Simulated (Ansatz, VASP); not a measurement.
**Cross-check of Ti (Titanium) between VASP and Ansatz**

One calculation is typed for both programs; each brings its own data sets and cutoff. How far apart do they land?

Main program and level: Ansatz 0.2.0; plane waves, with VASP 6.6.1 beside it; relaxation of cell and atoms at r2SCAN.

## 1. The structure

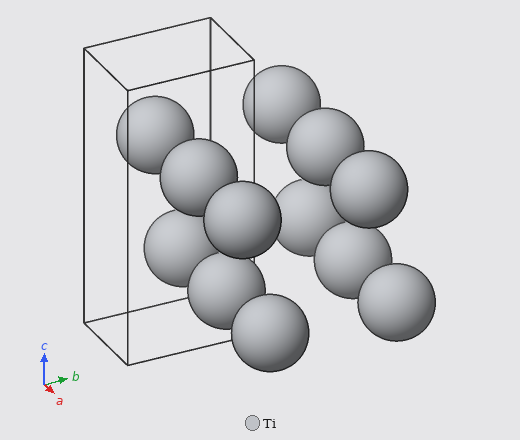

Start, viewed slightly off an axis; titanium light grey. 3×2×1 cells are drawn.

Structure file:

```cif
data_structure
_symmetry_space_group_name_H-M 'P6_3/mmc'
_symmetry_Int_Tables_number 194
_cell_length_a 2.9052
_cell_length_b 2.9052
_cell_length_c 4.6627
_cell_angle_alpha 90.000
_cell_angle_beta 90.000
_cell_angle_gamma 120.000
_cell_volume 34.08
loop_
_atom_site_label
_atom_site_type_symbol
_atom_site_symmetry_multiplicity
_atom_site_Wyckoff_symbol
_atom_site_fract_x
_atom_site_fract_y
_atom_site_fract_z
_atom_site_occupancy
Ti1 Ti 2 c 0.66667 0.33333 0.75000 1
```

## 2. VASP: relaxation of cell and atoms, r2SCAN

The relaxed volume is the usual yardstick between codes: its relative difference is about their pressure difference at one cell divided by the bulk modulus.

Lines of VASP's logs that name or quote its potential files are left out, and so is its time.

The input, INCAR:

```
SYSTEM = Ti
PREC = Accurate
ENCUT = 350
EDIFF = 1E-08
NELM = 120
ISMEAR = 1
SIGMA = 0.2
LREAL = .FALSE.
ALGO = Normal
METAGGA = R2SCAN
LASPH = .TRUE.
NBANDS = 10
LORBIT = 11
LWAVE = .FALSE.
LCHARG = .FALSE.
KPAR = 4
IBRION = 1
NSW = 30
ISIF = 3
EDIFFG = -0.002
POTIM = 0.4
```

The input, POSCAR:

```
Ti
1.0
    2.9051843317      0.0000000000      0.0000000000
   -1.4525921659      2.5159634340      0.0000000000
    0.0000000000      0.0000000000      4.6627024430
Ti
2
Direct
    0.6666666667      0.3333333333      0.7500000000
    0.3333333333      0.6666666667      0.2500000000
```

The input, KPOINTS:

```
Automatic mesh
0
Gamma
13 13 7
0 0 0
```

PAW data sets: Ti (PBE family, release 64).

Command:

```bash
> mpirun -np 4 vasp_std
```

Numbers of over 12 decimals in the logs are rounded to 6 here.

What it wrote:

```text
[banner, memory and clock lines left out]
running    4 mpi-ranks, on    1 nodes
 distrk:  each k-point on    1 cores,    4 groups
 distr:  one band on    1 cores,    1 groups

 POSCAR found type information on POSCAR Ti
 POSCAR found :  1 types and       2 ions
|                                                                             |
|               ----> ADVICE to this user running VASP <----                  |
|                                                                             |
|     You enforced a specific xc type in the INCAR file but a different       |
|     [... a line on the potential file left out ...]
|     I HOPE YOU KNOW WHAT YOU ARE DOING!                                     |
|                                                                             |

 LDA part: xc-table for (None), standard interpolation
 POSCAR, INCAR and KPOINTS ok, starting setup
 FFT: planning ... GRIDC
 FFT: planning ... GRID_SOFT
 FFT: planning ... GRID
 WAVECAR not read
 entering main loop
       N       E                     dE             d eps       ncg     rms          rms(c)
DAV:   1    -0.353471377713E+01   -0.35347E+01   -0.24563E+03  1680   0.542E+02
DAV:   2    -0.263243944488E+02   -0.22790E+02   -0.21656E+02  1714   0.971E+01
DAV:   3    -0.272446051143E+02   -0.92021E+00   -0.89960E+00  2336   0.220E+01
DAV:   4    -0.272535745209E+02   -0.89694E-02   -0.89429E-02  2128   0.189E+00
DAV:   5    -0.272536043947E+02   -0.29874E-04   -0.29871E-04  2014   0.916E-02    0.153E+01
DAV:   6    -0.260282087059E+02    0.12254E+01   -0.28506E+00  1698   0.165E+01    0.512E+00
DAV:   7    -0.257437494828E+02    0.28446E+00   -0.15318E+00  1776   0.110E+01    0.104E+00
DAV:   8    -0.257329897107E+02    0.10760E-01   -0.63599E-02  1708   0.245E+00    0.457E-01
DAV:   9    -0.257297662177E+02    0.32235E-02   -0.16930E-02  1842   0.105E+00    0.813E-02
DAV:  10    -0.257296655896E+02    0.10063E-03   -0.21749E-04  2160   0.143E-01    0.366E-02
DAV:  11    -0.257296043731E+02    0.61217E-04   -0.85372E-05  1780   0.769E-02    0.276E-03
DAV:  12    -0.257296042391E+02    0.13395E-06   -0.13042E-06  2338   0.867E-03    0.115E-03
DAV:  13    -0.257296058924E+02   -0.16533E-05   -0.94265E-08  1906   0.247E-03    0.310E-04
DAV:  14    -0.257296062504E+02   -0.35803E-06   -0.12484E-08   956   0.788E-04    0.729E-05
DAV:  15    -0.257296062032E+02    0.47243E-07   -0.91990E-10   854   0.280E-04    0.615E-05
DAV:  16    -0.257296061981E+02    0.50871E-08   -0.33652E-10   852   0.156E-04
   1 F= -.25729606E+02 E0= -.25731051E+02  d E =-.257296E+02
[...]
2 F= -.25731457E+02 E0= -.25732894E+02  d E =-.185057E-02
[...]
3 F= -.25732133E+02 E0= -.25733603E+02  d E =-.676435E-03
 BRION: g(F)=  0.973E-45 g(S)=  0.602E-04 retain N=  2 mean eig= 3.33
 eig:   2.136  4.518
 bond charge predicted
       N       E                     dE             d eps       ncg     rms          rms(c)
DAV:   1    -0.257321690230E+02   -0.35828E-04   -0.17926E-03  1680   0.314E-01    0.332E-02
DAV:   2    -0.257321679726E+02    0.10504E-05   -0.13154E-05  2324   0.267E-02    0.164E-02
DAV:   3    -0.257321692398E+02   -0.12672E-05   -0.38101E-06  1834   0.139E-02    0.197E-03
DAV:   4    -0.257321692868E+02   -0.47057E-07   -0.13657E-07  1872   0.388E-03    0.123E-03
DAV:   5    -0.257321694526E+02   -0.16573E-06   -0.80259E-08  1694   0.249E-03    0.306E-04
DAV:   6    -0.257321693155E+02    0.13709E-06   -0.28200E-09   856   0.432E-04    0.765E-05
DAV:   7    -0.257321692860E+02    0.29462E-07   -0.24977E-10   852   0.113E-04    0.103E-05
DAV:   8    -0.257321692819E+02    0.41190E-08   -0.20789E-11   846   0.415E-05
   4 F= -.25732169E+02 E0= -.25733639E+02  d E =-.360798E-04
 BRION: g(F)=  0.374E-44 g(S)=  0.339E-07 retain N=  2 mean eig= 1.80
 eig:   1.796  1.796
 reached required accuracy - stopping structural energy minimisation
```

Parts of OUTCAR (step 2):

```text
ion  position               nearest neighbor table
   1  0.667  0.333  0.750-   2 2.87   2 2.87   2 2.87   2 2.87   2 2.87   2 2.87
   2  0.333  0.667  0.250-   1 2.87   1 2.87   1 2.87   1 2.87   1 2.87   1 2.87

  LATTYP: Found a hexagonal cell.
 ALAT       =     2.9051843317
 C/A-ratio  =     1.6049592420

 Subroutine GETGRP returns: Found 24 space group operations
 (whereof 12 operations were pure point group operations)

The static configuration has the point symmetry D_3d.
 The point group associated with its full space group is D_6h.

 Found     84 irreducible k-points:

   k-points           NKPTS =     84   k-points in BZ     NKDIM =     84   number of bands    NBANDS=     10

   dimension x,y,z NGX =    18 NGY =   18 NGZ =   28
   dimension x,y,z NGXF=    36 NGYF=   36 NGZF=   56

   ENCUT  =  350.0 eV  25.72 Ry    5.07 a.u.   4.43  4.43  7.11*2*pi/ulx,y,z

   NELECT =       8.0000    total number of electrons

 k-points in reciprocal lattice and weights: Automatic mesh
   0.00000000  0.00000000  0.00000000       0.001
   0.07692308  0.00000000  0.00000000       0.005
   0.15384615  0.00000000  0.00000000       0.005
   0.23076923 -0.00000000  0.00000000       0.005
   0.30769231  0.00000000  0.00000000       0.005
   0.38461538  0.00000000  0.00000000       0.005
   0.46153846  0.00000000  0.00000000       0.005
   0.07692308  0.07692308  0.00000000       0.005
   0.15384615  0.07692308  0.00000000       0.010
[...]
0.38461538  0.23076923  0.42857143       0.010
   0.30769231  0.30769231  0.42857143       0.010

 average (electrostatic) potential at core
       1 -30.0744       2 -30.0744

 E-fermi :   3.2276

 k-point     1 :       0.0000    0.0000    0.0000
  band No.  band energies     occupation
      1      -3.3725      2.00000
      2       0.3449      2.00000
      3       3.8846     -0.00003
      4       4.0528     -0.00000
      5       4.0528     -0.00000
      6       4.1901     -0.00000
      7       4.5957     -0.00000
    ...

 k-point     2 :       0.0769    0.0000    0.0000
  band No.  band energies     occupation
      1      -3.1970      2.00000
      2       0.4791      2.00000
      3       3.5897     -0.02806
      4       3.7478     -0.00146
      5       4.1765     -0.00000
      6       4.4128     -0.00000
      7       4.5201     -0.00000
    ...

 k-point     3 :       0.1538    0.0000    0.0000
  band No.  band energies     occupation
      1      -2.6887      2.00000
      2       0.8327      2.00000
      3       2.9750      2.07049
      4       3.2908      0.49346
      5       4.2728     -0.00000
      6       4.5345     -0.00000
      7       4.6611     -0.00000
      8       4.6779     -0.00000
    ...

  Total        0.0001441      0.0001441      0.0013102     -0.0000000      0.0000000      0.0000000
  in kB        0.0067833      0.0067833      0.0616727     -0.0000000      0.0000000      0.0000000
  external PRESSURE =       0.0250797 kB  Pullay stress =       0.0000000 kB

  energy-cutoff  :      350.00
  volume of cell :       34.04
      direct lattice vectors                 reciprocal lattice vectors
     2.921073402 -0.000000000 -0.000000000     0.342339908  0.197650038 -0.000000000
    -1.460536701  2.529723772 -0.000000000     0.000000000  0.395300076  0.000000000
     0.000000000 -0.000000000  4.606273710     0.000000000  0.000000000  0.217095219

 POSITION                                       TOTAL-FORCE (eV/Angst)
 -----------------------------------------------------------------------------------
      1.46054      0.84324      3.45471         0.000000     -0.000000      0.000000
     -0.00000      1.68648      1.15157        -0.000000      0.000000     -0.000000
 -----------------------------------------------------------------------------------
    total drift:                                0.000000     -0.000000      0.000000

  FREE ENERGIE OF THE ION-ELECTRON SYSTEM (eV)
  ---------------------------------------------------
  free  energy   TOTEN  =       -25.7321692819 eV

  energy  without entropy=      -25.7365781677  energy(sigma->0) =      -25.73363891

 reached required accuracy - stopping structural energy minimisation

 total charge
# of ion       s       p       d       tot
------------------------------------------
    1        0.554   0.641   2.341   3.536
    2        0.554   0.641   2.341   3.536
--------------------------------------------------
tot          1.109   1.282   4.681   7.072

[... 3 further parts left out ...]
```

CONTCAR:

```
Ti
   1.00000000000000
     2.9210734015924826   -0.0000000000003169   -0.0000000000000000
    -1.4605367008467889    2.5297237721707262   -0.0000000000000000
     0.0000000000000000   -0.0000000000000000    4.6062737101474589
  Ti
     2
Direct
     0.6666666667000030    0.3333333332999970    0.7500000000000000
     0.3333333332999970    0.6666666667000030    0.2500000000000000
```

## 3. Ansatz: relaxation of cell and atoms, r2SCAN

Ansatz runs on its default PAW (the set named soft_2) files.

The same cell, functional, mesh and smearing now go to Ansatz, which takes its cutoff from its data sets.

The input, input.yaml:

```yaml
crystal:
  lattice:
    - [2.9051843317, 0.0, 0.0]
    - [-1.4525921659, 2.515963434, 0.0]
    - [0.0, 0.0, 4.662702443]
  atoms:
    - { symbol: Ti, position: [0.6666666667, 0.3333333333, 0.75] }
    - { symbol: Ti, position: [0.3333333333, 0.6666666667, 0.25] }
hamiltonian:
  xc: r2scan
  pseudopotentials: { kind: paw }
kpoints:
  mp_grid: { grid: [13, 13, 7] }
scf:
  occupations: { method: methfessel_paxton, width: 0.2 }
relax:
  f_tol: 0.01
  max_steps: 60
  cell: { stress_tol: 0.05 }
output:
  forces: true
  stress: true
```

Command:

```bash
> ansatz run input.yaml --threads 4 --pin off --max-ram 9216MiB --backend cpu --events-out ev --progress --plain --runs-dir out
```

What it wrote:

```text
Engine: ansatz 0.2.0, aarch64-unknown-linux-gnu
Pseudopotentials: kind: paw
Pseudopotential: Ti, paw, valence charge 12, recommended cutoff 500 eV (meta_gga), Ti.paw.azcp
Functional definition: r2SCAN
  parameter k0 = 0.174
  parameter k1 = 0.065
  parameter a1 = 4.9479
  exchange = r2scan_x(k0 = k0, k1 = k1, a1 = a1)
  correlation = r2scan_c
Crystal: 2 atoms, lattice volume = 34.081 Å³
Basis set: ecut = 500 eV, 857 PW (Γ), exchange–correlation on 96×96×144 points (64 copies of the dense FFT grid, shifted against one another)
Bands: 16, of which v1, the nominal top of the filled ones, is band 12 counted from 1 (11 counted from 0)
Symmetry: 24 space group operations
Space group: P63/mmc (ITA 194), of the structure as read, at distance tolerance 3.2e-5 Å
k-points: 84 of 1183
Non-local potential: Ti, projectors of the file, l = 0: 3, l = 1: 2, l = 2: 3, l = 3: 1
PAW form: soft (Blöchl's): semilocal exchange-correlation on the pseudo side does not see the compensation charge
PAW frozen core: Ti, regenerated for the run's functional (the file was generated under x = pbe(κ = 0.804, μ = 0.219515), c = pbe(β = 0.066725))
PAW one-centre angular grid: Ti, 590 points (default); XC on 160 Gauss nodes
Initial density: superposition of atomic densities (neutral atoms: chi_scale 0, normalization atom), corrected by the library's trained network
Initial wavefunctions: pseudopotential atomic-orbital guess
Functional: x = r2scan, c = r2scan; τ floored in thin density (d = 2e-4 eV/Å³)
SCF iter   1: F=—  HF=-5008.682948 eV  |F-HF|=—  |Δ(HF+E_count)|=         —  Δρ=1.65e-2  dr2=8.13e-2  dr2_τ=1.68e-2  ethr=1.77e-3  ⟨swp⟩=3.2  Hψ=5077  notcnv=0
preconditioner: auto → none  [metal: Δε(μ)=0.010 eV  Ē_g=3.191 eV  σ=0.200 eV  W_gap=0.04  n_scr=8 (ndim 8)  ℏωp=18.0 eV  f_vac=0.000  D(μ)=1.66/eV (n_scr^D=22)  sad-step TF]
SCF iter   2: F=—  HF=-5008.731927 eV  |F-HF|=—  |Δ(HF+E_count)|=   4.90e-2  S|Δr|=    0.00e0  Δρ=6.03e-3  dr2=1.03e-2  dr2_τ=7.79e-4  ethr=3.39e-4  ⟨swp⟩=2.7  Hψ=3128  notcnv=0
SCF iter   3: F=—  HF=-5008.732434 eV  |F-HF|=—  |Δ(HF+E_count)|=   5.07e-4  S|Δr|=    0.00e0  Δρ=1.63e-3  dr2=3.65e-4  dr2_τ=1.00e-4  ethr=4.29e-5  ⟨swp⟩=3.0  Hψ=2521  notcnv=0
SCF iter   4: F=—  HF=-5008.733012 eV  |F-HF|=—  |Δ(HF+E_count)|=   5.78e-4  S|Δr|=    0.00e0  Δρ=3.54e-4  dr2=1.65e-5  dr2_τ=2.01e-6  ethr=1.52e-6  ⟨swp⟩=2.1  Hψ=2139  notcnv=0
SCF iter   5: F=—  HF=-5008.733042 eV  |F-HF|=—  |Δ(HF+E_count)|=   2.97e-5  S|Δr|=    0.00e0  Δρ=2.03e-5  dr2=6.93e-8  dr2_τ=7.51e-9  ethr=4.17e-10  ⟨swp⟩=3.0  Hψ=5901  notcnv=0
SCF iter   6: F=-5008.733042 eV  HF=-5008.733042 eV  |F-HF|=6.82e-10  |Δ(HF+E_count)|=   3.42e-8  S|Δr|=    0.00e0  Δρ=3.65e-6  dr2=2.76e-9  dr2_τ=1.93e-10  ethr=2.89e-10  ⟨swp⟩=2.0  Hψ=4879  notcnv=0
SCF 1 converged in 6 iterations: F = -5008.733042 eV  dr2 = 2.76e-9
  greatest PAW one-centre occupation: 1.000 electrons in one spin orbital (limit 2), on the Ti atom at site 1 (counted from 0), in its partial waves of l = 1
relax step   1: F+E_penalty+E_count = -5008.73304164 eV  Δ(F+E_penalty+E_count) = +0.000e0 eV  max|allowed force component| = 2.591e-16 eV/Å  Δτ_max = 0.0000 Å  P = +1.841 GPa  Ω = 34.081 Å³  (6 SCF iters, dr2 threshold 1.00e-7 eV, accepted)
[...]
relax step   2: F+E_penalty+E_count = -5008.73346009 eV  Δ(F+E_penalty+E_count) = -4.185e-4 eV  max|allowed force component| = 2.220e-16 eV/Å  Δτ_max = 0.0000 Å  P = -2.084 GPa  Ω = 35.237 Å³  energy of the carried Pulay correction = -6.329e-4 eV  (6 SCF iters, dr2 threshold 2.00e-7 eV, accepted)
[...]
relax step   3: F+E_penalty+E_count = -5008.73797218 eV  Δ(F+E_penalty+E_count) = -4.512e-3 eV  max|allowed force component| = 3.423e-16 eV/Å  Δτ_max = 0.0000 Å  P = -0.163 GPa  Ω = 34.649 Å³  energy of the carried Pulay correction = -3.151e-4 eV  (5 SCF iters, dr2 threshold 2.00e-7 eV, accepted)
[...]
relax step   4: F+E_penalty+E_count = -5008.73805715 eV  Δ(F+E_penalty+E_count) = -8.498e-5 eV  max|allowed force component| = 2.035e-16 eV/Å  Δτ_max = 0.0000 Å  P = -0.019 GPa  Ω = 34.607 Å³  energy of the carried Pulay correction = -2.918e-4 eV  (4 SCF iters, dr2 threshold 2.00e-7 eV, accepted)
[...]
relax step   5: F+E_penalty+E_count = -5008.73806805 eV  Δ(F+E_penalty+E_count) = -1.089e-5 eV  max|allowed force component| = 5.551e-17 eV/Å  Δτ_max = 0.0000 Å  P = +0.000 GPa  Ω = 34.601 Å³  energy of the carried Pulay correction = -2.887e-4 eV  (4 SCF iters, dr2 threshold 2.27e-8 eV, accepted)
[...]
relax step   6: F+E_penalty+E_count = -5008.73838258 eV  Δ(F+E_penalty+E_count) = -3.145e-4 eV  max|allowed force component| = 6.476e-17 eV/Å  Δτ_max = 0.0000 Å  P = +0.007 GPa  Ω = 34.601 Å³  stress off target by 9.25e-3 GPa  SCF on the basis re-selected at this cell (its energy is not comparable with the rows above)  (6 SCF iters)
basis re-selected at this cell: Δ(F+E_penalty+E_count) = -3.145e-4 eV, ΔP = +0.006 GPa vs the last step (what re-selecting the basis moved, of the pressure what is left beyond the Pulay correction that the steps carried, after the strain that the cell walked since its last selection, with what the two solves' SCF thresholds leave and, on support functions, any second-order correction that the steps lacked; it is no m [...]
SCF converged after 6 iterations
Stability not checked: this state was not tested for a lower state beside it, because cold or Methfessel-Paxton smearing, or corrected tetrahedra, fill the levels in a way that the test cannot read (fill_not_monotonic; see scf.lower_state_search)
Free energy (F): -5008.738383 eV
Harris-Foulkes:  -5008.738383 eV  (|F-HF|=1.82e-12)
Internal energy: -5008.742841 eV  (E = F + TS)
E sigma→0 (E₀):  -5008.739497 eV
Entropy (-TS):   0.004458 eV (2.229 meV/atom)
Fermi energy:    13.490989 eV
--- Per-component energies (eV) ---
  E_band       = -340.005623
  E_kinetic    = 544.845709
  E_local      = -1614.601707  (includes V_loc(G=0)·N_el)
  E_nonlocal   = 14.458066
  E_hartree    = 661.267661
  E_xc         = -185.726486
  E_vxc        = -265.448437  (∫ρ·V_xc dr)
  E_paw        = -2113.338987  (= ΣΔE_a)
  E_vpaw       = -360.038826  (= ΣTr[D̂ρ^β])
  E_aug_tail   = 0.000179  (compensation charges beyond the density's cutoff)
  E_vtau       = 18.244184  (kinetic-family band-sum trace: ∫τ·v_τ [+ j·A + Jᵃ·Aᵃ] dr)
  E_ewald      = -2315.140362
  E_core_change = -0.506914  (= ΣΔE_core)
  E_smearing   = 0.004458  (= −TS)
  E_closure    = -0.000000  (closes the sum)
  Σ components = -5008.738383   (vs F -5008.738383, Δ=0.00e0)
--- Forces (eV/Å), atoms counted from 1 ---
  atom   1  Ti    -0.00000000     0.00000000     0.00000000
  atom   2  Ti     0.00000000    -0.00000000     0.00000000
  max |Σ_I F_I| component: 1.85e-17 eV/Å
--- Stress (GPa, compression-positive) ---
        0.009245      -0.000000       0.000000
        0.000000       0.009245      -0.000000
        0.000000      -0.000000       0.001459
  P = ⅓ Tr σ = 0.0066 GPa (0.066 kbar)
--- Relaxed structure (5 steps of the walk, 5 accepted, 1 SCFs on fresh bases) ---
  F+E_penalty+E_count = -5008.73838258 eV   max|allowed force component| = 6.476e-17 eV/Å   (the final SCF, on the basis selected at the relaxed cell)
  cell:  # Å, volume = 34.6012 Å³
    - [2.935722, 2.917106873942361e-11, 0.0]
    - [-1.467861, 2.542410, 0.0]
    - [0.0, 0.0, 4.635859]
  atoms:
    - { symbol: Ti, position: [0.666667, 0.333333, 0.750000] }
    - { symbol: Ti, position: [0.333333, 0.666667, 0.250000] }
```

Wall time 11 s (4 threads of Arm Neoverse V1, shared host); peak memory 0.47 GiB.

## 4. Comparison

Known differences besides the PAW data sets themselves: VASP keeps PBE cores, Ansatz makes them for the functional; both relaxations stop at a tolerance, which leaves soft axes loose, and VASP keeps its plane-wave basis; the data sets hold 24 valence electrons in Ansatz (default PAW (the set named soft_2) files) and 8 in VASP; the cutoff is 500 eV in Ansatz and 350 eV in VASP; Ansatz adds a Pulay correction to the stress that steers its cell, VASP none. Total energies have different zeros and are not compared.

Compared:

| quantity | Ansatz | VASP | difference |
| --- | --- | --- | --- |
| volume (Å³) | 34.60 | 34.04 | +1.65 % |
| edge a after relaxation, in the typed setting (Å) | 2.936 | 2.921 | +0.50 % |
| edge c after relaxation, in the typed setting (Å) | 4.636 | 4.606 | +0.64 % |

The walks stopped with 0.01 GPa left in Ansatz and 0.00 GPa in VASP; each walk ends within a tolerance, so the volume difference is uncertain by about these residues over the bulk modulus, most in soft cells.

A further Ansatz single point at VASP's end cell gives 1.99 GPa where VASP has 0.00 GPa.

## 5. Summary of results

| Quantity | Value |
| --- | --- |
| difference in volume (relaxation of cell and atoms, r2SCAN) | 1.7 % |

What this shows: The difference in volume is 1.7 % (relaxation of cell and atoms, r2SCAN), beyond the 1.2 % picked in this series as the mark of a large difference, as far as the stopping tolerances let one tell. A pressure difference of 1.99 GPa at VASP's end cell goes with 1.7 % of volume. Differences of this kind measure data sets and numerical settings, not the functional's error against experiment.

[Lines on the potential files, build, host, timing and source positions are cut from VASP's logs without a mark.]

[Logs are printed without paths, hosts, clocks, repeated set-up lines and the standing remarks that a program may print on its own settings, such as how far it seeks lower states.]

[Hosts, paths, dates, database ids (printed as entryN), source tags and the programs' standing remarks are cut or masked in the printed files.]
